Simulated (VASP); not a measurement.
# InAg3 with r2SCAN: from relaxation to properties

What structure does InAg3 take at this level, and what are its properties? The steps: relaxing cell and atoms (r2SCAN), second relaxation, single point with fields (r2SCAN), bands along the symmetry lines (r2SCAN), density of states (r2SCAN), volume scan with r2SCAN, fit for r2SCAN and electric field gradients (r2SCAN). The start is a cell from a database of measured crystal structures.

Main program and level: VASP 6.6.1; r2SCAN; plane waves and PAW (In_d, Ag).

## 1. Set-up

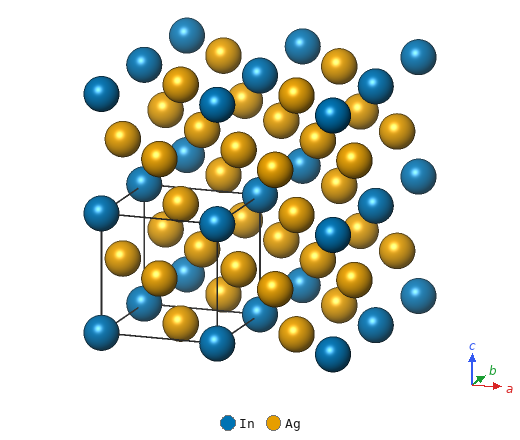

The starting structure, seen slightly off an axis (indium blue, silver orange). 2×2×2 cells are drawn. Some periodic images of atoms are drawn too.

Structure file:

```xyz
4
Lattice="4.1440 0.0000 0.0000 0.0000 4.1440 0.0000 0.0000 0.0000 4.1440" Properties=species:S:1:pos:R:3 pbc="T T T"
In    0.0000    0.0000    0.0000
Ag    0.0000    2.0720    2.0720
Ag    2.0720    0.0000    2.0720
Ag    2.0720    2.0720    0.0000
```

## 2. Relaxing cell and atoms (r2SCAN)

Properties are meant for the cell that this level of theory prefers, so cell and atoms are relaxed first (ISIF = 3) until forces and stress are small; EDIFFG sets the threshold. r2SCAN adds the kinetic-energy density, costs more than a GGA and is run with LASPH.

INCAR reads:

```
SYSTEM = InAg3
PREC = Accurate
ENCUT = 400
EDIFF = 1E-06
NELM = 100
ISMEAR = 1
SIGMA = 0.2
LREAL = .FALSE.
ALGO = Normal
METAGGA = R2SCAN
LASPH = .TRUE.
NBANDS = 29
LORBIT = 11
LWAVE = .FALSE.
LCHARG = .FALSE.
KPAR = 4
IBRION = 2
NSW = 60
ISIF = 3
EDIFFG = -0.01
```

POSCAR reads:

```
InAg3
1.0
    4.1440000000      0.0000000000      0.0000000000
    0.0000000000      4.1440000000      0.0000000000
    0.0000000000      0.0000000000      4.1440000000
In Ag
1 3
Direct
    0.0000000000      0.0000000000      0.0000000000
    0.0000000000      0.5000000000      0.5000000000
    0.5000000000      0.0000000000      0.5000000000
    0.5000000000      0.5000000000      0.0000000000
```

KPOINTS reads:

```
Automatic mesh
0
Gamma
7 7 7
0 0 0
```

PAW data sets: In_d and Ag (PBE family, release 64).

Launch:

```bash
> mpirun -np 4 vasp_std
```

The log of the run:

```text
[banner, memory and clock lines left out]
running    4 mpi-ranks, on    1 nodes
 distrk:  each k-point on    1 cores,    4 groups
 distr:  one band on    1 cores,    1 groups

 POSCAR found type information on POSCAR InAg
 POSCAR found :  2 types and       4 ions
|                                                                             |
|               ----> ADVICE to this user running VASP <----                  |
|                                                                             |
|     You enforced a specific xc type in the INCAR file but a different       |
|     [... a line on the potential file left out ...]
|     I HOPE YOU KNOW WHAT YOU ARE DOING!                                     |
|                                                                             |

 LDA part: xc-table for (None), standard interpolation
 POSCAR, INCAR and KPOINTS ok, starting setup
 FFT: planning ... GRIDC
 FFT: planning ... GRID_SOFT
 FFT: planning ... GRID
 WAVECAR not read
 entering main loop
       N       E                     dE             d eps       ncg     rms          rms(c)
DAV:   1     0.284607715167E+03    0.28461E+03   -0.19716E+04  1168   0.164E+03
DAV:   2    -0.757234101199E+02   -0.36033E+03   -0.34244E+03  1226   0.418E+02
DAV:   3    -0.993472839366E+02   -0.23624E+02   -0.23022E+02  1275   0.116E+02
DAV:   4    -0.999403897972E+02   -0.59311E+00   -0.59246E+00  1379   0.168E+01
DAV:   5    -0.999661731145E+02   -0.25783E-01   -0.25782E-01  1660   0.363E+00    0.122E+01
DAV:   6    -0.869270279388E+02    0.13039E+02   -0.17242E+01  1215   0.406E+01    0.903E+00
DAV:   7    -0.868224136523E+02    0.10461E+00   -0.52967E-01  1220   0.675E+00    0.503E+00
DAV:   8    -0.868344783159E+02   -0.12065E-01   -0.18860E-01  1313   0.350E+00    0.897E-01
DAV:   9    -0.868257091491E+02    0.87692E-02   -0.39026E-02  1313   0.185E+00    0.111E-01
DAV:  10    -0.868264575106E+02   -0.74836E-03   -0.23554E-03  1434   0.284E-01    0.209E-01
DAV:  11    -0.868264479788E+02    0.95318E-05   -0.13178E-04  1694   0.658E-02    0.254E-01
DAV:  12    -0.868265683193E+02   -0.12034E-03   -0.19530E-04  1462   0.148E-01    0.145E-01
DAV:  13    -0.868265869673E+02   -0.18648E-04   -0.45953E-05  1270   0.528E-02    0.795E-02
DAV:  14    -0.868265848560E+02    0.21114E-05   -0.12908E-05  1310   0.265E-02    0.361E-02
DAV:  15    -0.868265835016E+02    0.13543E-05   -0.10999E-06   745   0.109E-02    0.258E-02
DAV:  16    -0.868265820329E+02    0.14687E-05   -0.12041E-06   745   0.113E-02    0.633E-03
DAV:  17    -0.868265819562E+02    0.76647E-07   -0.78647E-08   675   0.295E-03
   1 F= -.86826582E+02 E0= -.86826746E+02  d E =-.868266E+02
 curvature:   0.00 expect dE= 0.000E+00 dE for cont linesearch  0.000E+00
 trial: gam= 0.00000 g(F)=  0.000E+00 g(S)=  0.599E-01 ort = 0.000E+00 (trialstep = 0.100E+01)
 search vector abs. value=  0.599E-01
 bond charge predicted
       N       E                     dE             d eps       ncg     rms          rms(c)
DAV:   1    -0.881078210464E+02   -0.12812E+01   -0.23962E+01  1270   0.559E+01    0.791E+00
DAV:   2    -0.868864520480E+02    0.12214E+01   -0.32993E+00  1295   0.190E+01    0.263E+00
DAV:   3    -0.868501201856E+02    0.36332E-01   -0.14989E-01  1468   0.403E+00    0.180E+00
DAV:   4    -0.868363315671E+02    0.13789E-01   -0.32311E-02  1619   0.219E+00    0.497E-01
DAV:   5    -0.868359842119E+02    0.34736E-03   -0.40114E-03  1483   0.793E-01    0.165E-01
DAV:   6    -0.868359363961E+02    0.47816E-04   -0.36088E-04  1507   0.203E-01    0.854E-02
DAV:   7    -0.868359372828E+02   -0.88673E-06   -0.49633E-05  1545   0.776E-02    0.493E-02
DAV:   8    -0.868359477702E+02   -0.10487E-04   -0.28097E-05  1513   0.587E-02    0.695E-03
DAV:   9    -0.868359467267E+02    0.10435E-05   -0.83269E-07   839   0.786E-03    0.528E-03
DAV:  10    -0.868359471893E+02   -0.46258E-06   -0.66445E-07   761   0.613E-03
   2 F= -.86835947E+02 E0= -.86835642E+02  d E =-.936523E-02
 trial-energy change:   -0.009365  1 .order   -0.011056   -0.059852    0.037739
 step:   0.5881(harm=  0.6133)  dis= 0.00000  next Energy=   -86.843837 (dE=-0.173E-01)
 bond charge predicted
       N       E                     dE             d eps       ncg     rms          rms(c)
DAV:   1    -0.870654740699E+02   -0.22953E+00   -0.39503E+00  1280   0.216E+01    0.323E+00
DAV:   2    -0.868508030673E+02    0.21467E+00   -0.64841E-01  1275   0.833E+00    0.934E-01
DAV:   3    -0.868457813009E+02    0.50218E-02   -0.22026E-02  1482   0.163E+00    0.615E-01
DAV:   4    -0.868438384334E+02    0.19429E-02   -0.37274E-03  1629   0.736E-01    0.299E-01
DAV:   5    -0.868437624760E+02    0.75957E-04   -0.40716E-04  1270   0.155E-01    0.499E-02
DAV:   6    -0.868437666663E+02   -0.41903E-05   -0.24036E-05  1571   0.505E-02    0.351E-02
DAV:   7    -0.868437627152E+02    0.39511E-05   -0.49576E-06  1300   0.245E-02    0.180E-02
DAV:   8    -0.868437638816E+02   -0.11664E-05   -0.32614E-06  1226   0.125E-02    0.165E-03
DAV:   9    -0.868437641362E+02   -0.25458E-06   -0.12101E-07   660   0.285E-03
   3 F= -.86843764E+02 E0= -.86843729E+02  d E =-.171822E-01
 curvature:  -0.31 expect dE=-0.458E-09 dE for cont linesearch -0.458E-09
 trial: gam= 0.00000 g(F)=  0.477E-63 g(S)=  0.150E-08 ort =-0.947E-05 (trialstep = 0.918E+00)
 search vector abs. value=  0.160E-08
 reached required accuracy - stopping structural energy minimisation
```

Wall time 58 s (4 MPI ranks of Intel Xeon 6975P-C (Granite Rapids), shared host); peak memory 0.68 GiB.

Lines that name or quote the potential files are left out of all logs, and their timing lines are given in words.

OUTCAR, selected parts (step 2):

```text
ion  position               nearest neighbor table
   1  0.000  0.000  0.000-   2 2.93   3 2.93   4 2.93   2 2.93   3 2.93   2 2.93   4 2.93   2 2.93
                             3 2.93   4 2.93   3 2.93   4 2.93
   2  0.000  0.500  0.500-   1 2.93   3 2.93   4 2.93   1 2.93   4 2.93   1 2.93   3 2.93   1 2.93
                             3 2.93   4 2.93   4 2.93   3 2.93
   3  0.500  0.000  0.500-   1 2.93   2 2.93   4 2.93   1 2.93   4 2.93   2 2.93   4 2.93   4 2.93
                             1 2.93   2 2.93   1 2.93   2 2.93
   4  0.500  0.500  0.000-   1 2.93   2 2.93   3 2.93   2 2.93   3 2.93   1 2.93   3 2.93   3 2.93
                             1 2.93   2 2.93   2 2.93   1 2.93

  LATTYP: Found a simple cubic cell.
 ALAT       =     4.1440000000

 Subroutine GETGRP returns: Found 48 space group operations
 (whereof 48 operations were pure point group operations)

The static configuration has the point symmetry O_h .

 Found     20 irreducible k-points:

   k-points           NKPTS =     20   k-points in BZ     NKDIM =     20   number of bands    NBANDS=     29

   dimension x,y,z NGX =    28 NGY =   28 NGZ =   28
   dimension x,y,z NGXF=    56 NGYF=   56 NGZF=   56

   ENCUT  =  400.0 eV  29.40 Ry    5.42 a.u.   6.76  6.76  6.76*2*pi/ulx,y,z

   NELECT =      46.0000    total number of electrons

 k-points in reciprocal lattice and weights: Automatic mesh
   0.00000000  0.00000000  0.00000000       0.003
   0.14285714  0.00000000  0.00000000       0.017
   0.28571429  0.00000000  0.00000000       0.017
   0.42857143  0.00000000  0.00000000       0.017
   0.14285714  0.14285714  0.00000000       0.035
   0.28571429  0.14285714  0.00000000       0.070
   0.42857143  0.14285714  0.00000000       0.070
   0.28571429  0.28571429  0.00000000       0.035
   0.42857143  0.28571429  0.00000000       0.070
[...]
0.42857143  0.42857143  0.28571429       0.070
   0.42857143  0.42857143  0.42857143       0.023

 average (electrostatic) potential at core
       1 -98.1346       2 -75.6553       3 -75.6553       4 -75.6553

 E-fermi :   8.9288

 k-point     1 :       0.0000    0.0000    0.0000
  band No.  band energies     occupation
    ...
     20       5.3799      2.00000
     21       5.3799      2.00000
     22       8.7494      2.02177
     23       8.7494      2.02177
     24       8.7494      2.02177
     25      12.0943     -0.00000
     26      13.7899      0.00000
     27      13.7899      0.00000
     28      17.4486      0.00000
     29      17.4486      0.00000

 k-point     2 :       0.1429    0.0000    0.0000
  band No.  band energies     occupation
    ...
     18       5.0115      2.00000
     19       5.1467      2.00000
     20       5.1467      2.00000
     21       5.3802      2.00000
     22       7.5426      2.00000
     23       9.2253     -0.05684
     24       9.2253     -0.05684
     25      12.4952     -0.00000
     26      13.8558      0.00000
     27      14.9163      0.00000
    ...

 k-point     3 :       0.2857    0.0000    0.0000
  band No.  band energies     occupation
    ...
     18       4.6919      2.00000
     19       4.7033      2.00000
     20       4.8354      2.00000
     21       5.3806      2.00000
     22       5.7661      2.00000
     23      10.3733     -0.00000
     24      10.3733     -0.00000
     25      12.5963     -0.00000
     26      14.0787      0.00000
     27      15.5748      0.00000
    ...

  Total       -0.0002036     -0.0002036     -0.0002036     -0.0000000      0.0000000     -0.0000000
  in kB       -0.0044602     -0.0044602     -0.0044602     -0.0000000      0.0000000     -0.0000000
  external PRESSURE =      -0.0044602 kB  Pullay stress =       0.0000000 kB

  energy-cutoff  :      400.00
  volume of cell :       73.13
      direct lattice vectors                 reciprocal lattice vectors
     4.181804089 -0.000000000 -0.000000000     0.239131241  0.000000000 -0.000000000
    -0.000000000  4.181804089 -0.000000000     0.000000000  0.239131241  0.000000000
     0.000000000 -0.000000000  4.181804089     0.000000000  0.000000000  0.239131241

 POSITION                                       TOTAL-FORCE (eV/Angst)
 -----------------------------------------------------------------------------------
      0.00000      0.00000      0.00000         0.000000      0.000000      0.000000
      0.00000      2.09090      2.09090        -0.000000     -0.000000      0.000000
      2.09090     -0.00000      2.09090         0.000000     -0.000000      0.000000
      2.09090      2.09090     -0.00000         0.000000      0.000000      0.000000
 -----------------------------------------------------------------------------------
    total drift:                                0.000000      0.000000      0.000000

  FREE ENERGIE OF THE ION-ELECTRON SYSTEM (eV)
  ---------------------------------------------------
  free  energy   TOTEN  =       -86.8437641362 eV

  energy  without entropy=      -86.8436595398  energy(sigma->0) =      -86.84372927

 reached required accuracy - stopping structural energy minimisation

 total charge
# of ion       s       p       d       tot
------------------------------------------
    1        0.859   0.723   9.869  11.451
    2        0.429   0.320   9.160   9.909
    3        0.429   0.320   9.160   9.909
    4        0.429   0.320   9.160   9.909
--------------------------------------------------
tot          2.147   1.683  37.349  41.179

[... 3 further parts left out ...]
```

CONTCAR:

```
InAg3
   1.00000000000000
     4.1818040888867891   -0.0000000000000000   -0.0000000000000000
    -0.0000000000000000    4.1818040888867891   -0.0000000000000000
     0.0000000000000000   -0.0000000000000000    4.1818040888867891
  In              Ag
     1     3
Direct
     0.0000000000000000    0.0000000000000000    0.0000000000000000
     0.0000000000000000    0.5000000000000000    0.5000000000000000
     0.5000000000000000    0.0000000000000000    0.5000000000000000
     0.5000000000000000    0.5000000000000000    0.0000000000000000
```

The k-mesh is coarse for a metal. The PAW data sets were made with PBE, which is usual practice but a small mismatch for other functionals. The run keeps the 48 symmetry operations of its start, so it cannot find a distortion of lower symmetry.

The steps of the relaxation:

```
step  energy less that of the first step (eV)  largest force (eV/Å)  pressure (GPa)  volume (Å³)
   1                                   0.0000                0.0000            2.90        71.16
   2                                  -0.0094                0.0000           -1.74        74.53
   3                                  -0.0172                0.0000            0.00        73.13
```

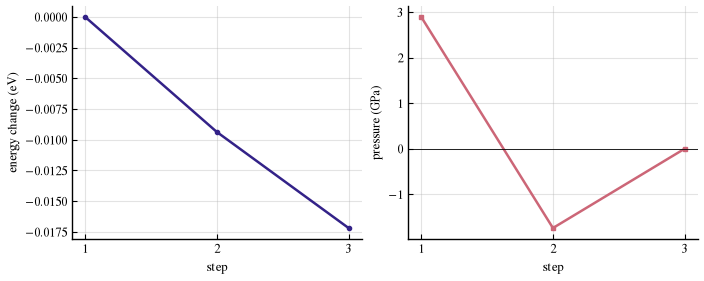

Energy and pressure along the relaxation.

```
conventional cell, symmetrised  before  after  change
                         a (Å)   4.144  4.182  +0.9 %
                         b (Å)   4.144  4.182  +0.9 %
                         c (Å)   4.144  4.182  +0.9 %
              volume (Å³/atom)   17.79  18.28  +2.8 %
```

Final coordinates:

```xyz
4
Lattice="4.1818 0.0000 0.0000 0.0000 4.1818 0.0000 0.0000 0.0000 4.1818" Properties=species:S:1:pos:R:3 pbc="T T T"
In    0.0000    0.0000    0.0000
Ag    0.0000    2.0909    2.0909
Ag    2.0909    0.0000    2.0909
Ag    2.0909    2.0909    0.0000
```

Numbers from this step:

```
electrons                       : 46
bands                           : 29
irreducible k-points            : 20
symmetry operations             : 48
free energy (TOTEN)             : -86.8438 eV
Fermi energy                    : 8.929 eV
pressure                        : -4.46e-4 GPa
metallic                        : yes
SCF cycles over all ionic steps : 36
```

It ends with forces that vanish by symmetry and a pressure of 0.00 GPa. The volume lies +2.8 % from that of the database's start.

(Continued in part 2 of 5.)

[Lines on the potential files, build, host, timing and source positions are cut from VASP's logs without a mark.]

[Logs are printed without paths, hosts, clocks, repeated set-up lines and the standing remarks that a program may print on its own settings, such as how far it seeks lower states.]

[Hosts, paths, dates, database ids (printed as entryN), source tags and the programs' standing remarks are cut or masked in the printed files.]

[A measured line is paired with the nearest computed mode of its activity, which favours agreement.]
